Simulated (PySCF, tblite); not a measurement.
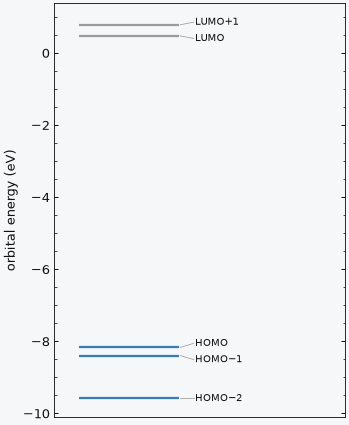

Kohn-Sham orbital energies near the frontier, CAM-B3LYP/def2-SVPD in PySCF 2.14.0, at a GFN2-xTB geometry (a minimum by its frequencies), isolated molecule; empty levels in grey, levels within 0.03 eV side by side.

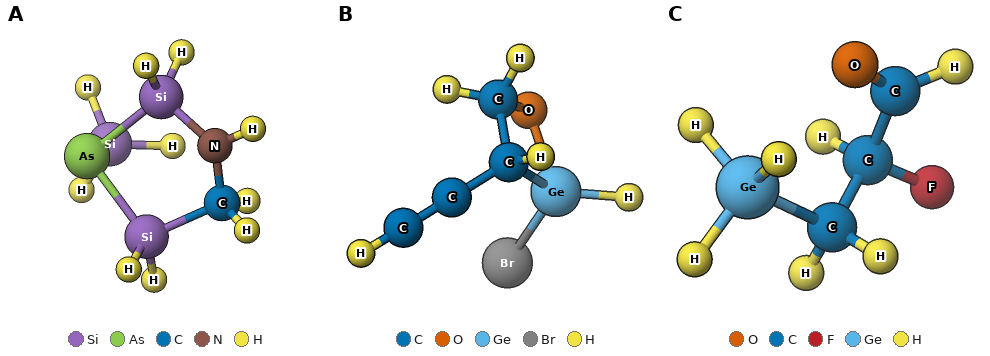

Which molecule has this level scheme? Choose among the lettered structures.

Structure A, CH₁₀AsNSi₃, SMILES [SiH3][As]1[SiH2]CN[SiH2]1. HOMO −8.17 eV, LUMO 0.48 eV, separation 8.64 eV.

Note: the tight-binding geometry is rougher than a DFT one and adds to the error; one conformer of a flexible molecule; empty levels above zero depend strongly on the basis.
